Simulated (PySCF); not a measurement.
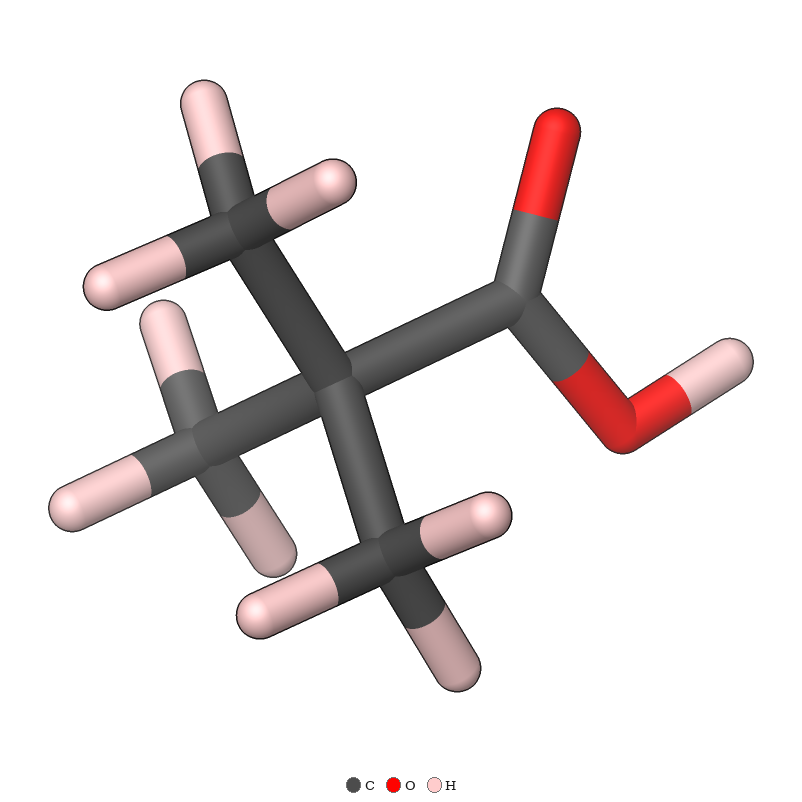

The picture shows a molecular structure as a stick model. Every bond is drawn as one stick, whatever its order.

Computed geometry: PBE0-D3(BJ)/def2-SVP optimisation. No frequency run is at hand to confirm it as a minimum.

**Give the formula.**

C₅H₁₀O₂, 17 atoms: 5 carbon, 10 hydrogen and 2 oxygen.

**Describe its rings.**

It has no ring.

**How many bonds of each kind are drawn?**

9 C–H, 4 C–C, 2 C–O, 1 O–H.

More results for the same structure follow; atom numbers are the same in all pictures, views and colours differ.

## Dipole moment

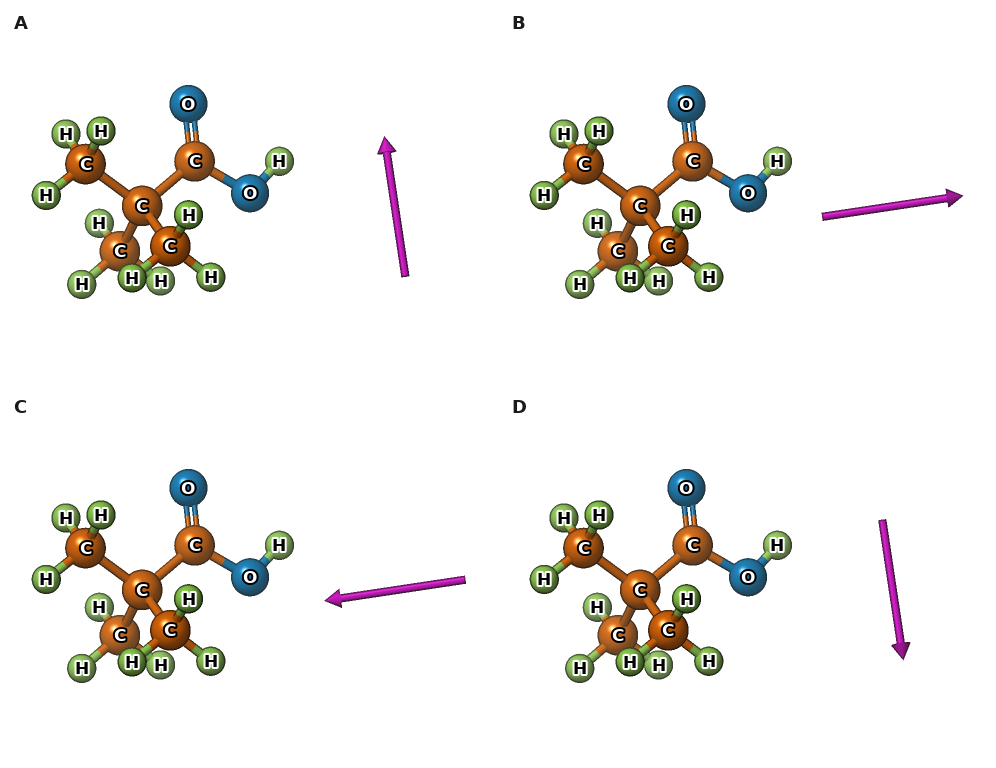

The same molecule four times, each with an arrow. No frequency run is at hand to confirm it as a minimum. Method: ωB97X-D/pcSseg-1 in chloroform (IEF-PCM) (PySCF 2.14.0).

**Which arrow points along the dipole moment, from the negative to the positive end?**

D. The dipole moment is 2.09 D.

## Quadrupole coupling

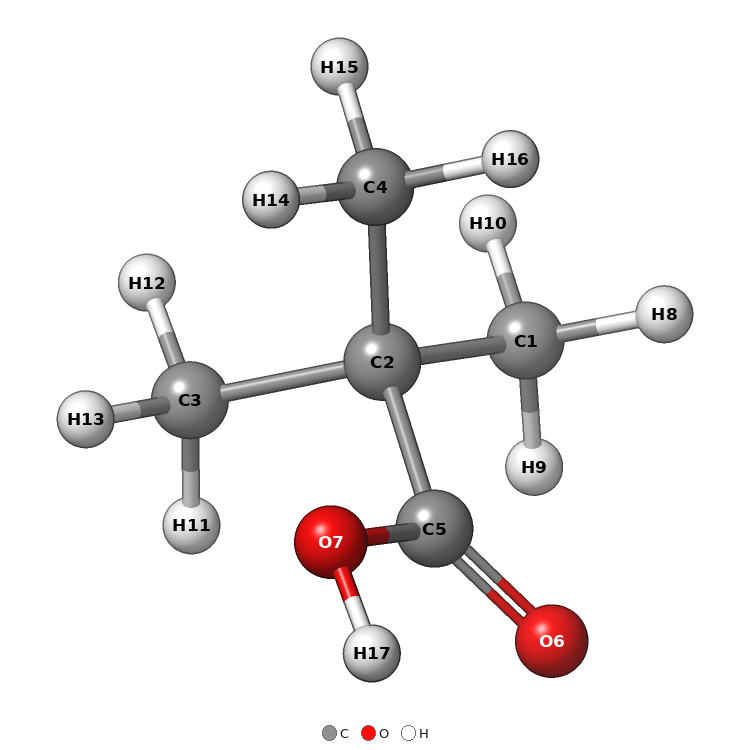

No frequency run is at hand to confirm it as a minimum. Electric field gradients from the ground-state density, PBE0/pcSseg-1 in chloroform (IEF-PCM) (PySCF 2.14.0), non-relativistic apart from any core potentials.

Give the largest field-gradient component, the quadrupole coupling constant and the asymmetry for 17O at O6 (Q = −25.6 mb), 17O at O7 (Q = −25.6 mb), 2H at H8 (Q = 2.86 mb), 2H at H9 (Q = 2.86 mb).

| atom | V_zz (a.u.) | e²qQ/h (MHz) | η |
| --- | --- | --- | --- |
| O6 | −1.585 | 9.53 | 0.13 |
| O7 | 1.530 | −9.20 | 0.53 |
| H8 | 0.293 | 0.197 | 0.04 |
| H9 | 0.295 | 0.198 | 0.04 |

## Bond orders

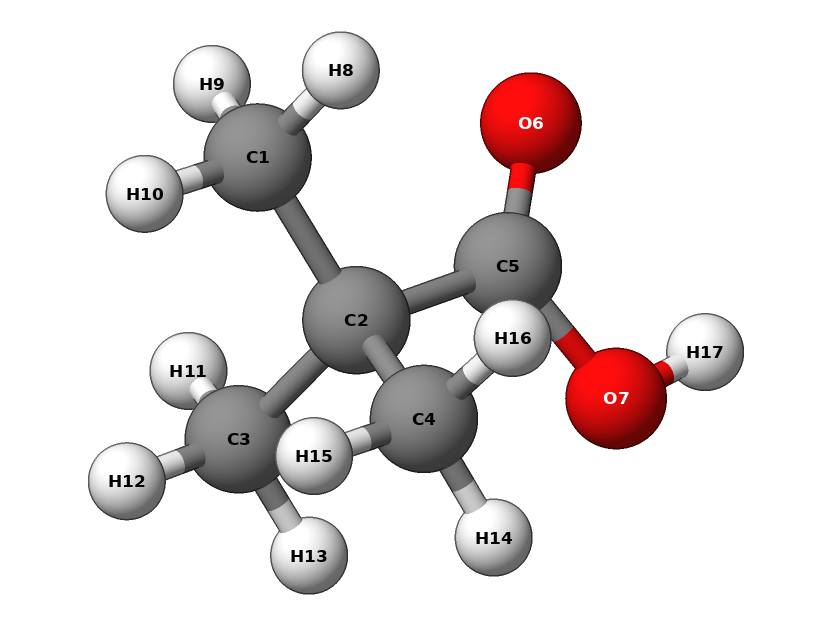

Every bond is drawn as one stick. No frequency run is at hand to confirm it as a minimum. Level of theory: PBE0/pcSseg-1 in chloroform (IEF-PCM) (PySCF 2.14.0).

**Which bond between heavy atoms has the highest Mayer bond order?**

C5–O6, 1.95, at a length of 1.203 Å.

**Which bond between heavy atoms has the lowest Mayer bond order?**

C2–C5, 0.88, at 1.523 Å.

List the Mayer bond orders of C1–C2, C2–C3, C2–C4, C2–C5, C5–O6, C5–O7 (bonds between heavy atoms, one of each equivalent set).

```
 bond  Mayer order  length (Å)
C1–C2         1.03       1.525
C2–C3         1.00       1.536
C2–C4         1.00       1.532
C2–C5         0.88       1.523
C5–O6         1.95       1.203
C5–O7         1.15       1.342
```

## Excitation

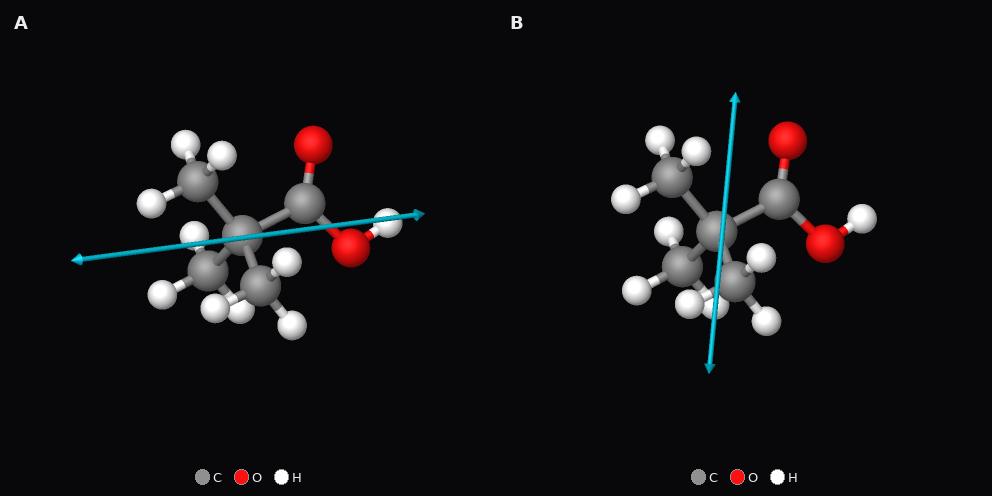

The double arrows show the directions of two transition dipoles from the ground state (lengths mean nothing). No frequency run is at hand to confirm it as a minimum. Level of theory: TDDFT CAM-B3LYP/def2-SVPD, vertical, IEF-PCM cyclohexane (non-equilibrium linear response), core orbitals frozen in the response (PySCF 2.14.0).

**One belongs to singlet state 2 and one to singlet state 3. Which is which?**

A: state 2, 7.55 eV (164 nm), oscillator strength 0.054, mainly HOMO → LUMO (weight 0.80).
B: state 3, 8.45 eV (147 nm), oscillator strength 0.13, of mixed character, with the largest part HOMO−1 → LUMO+1 (weight 0.38).
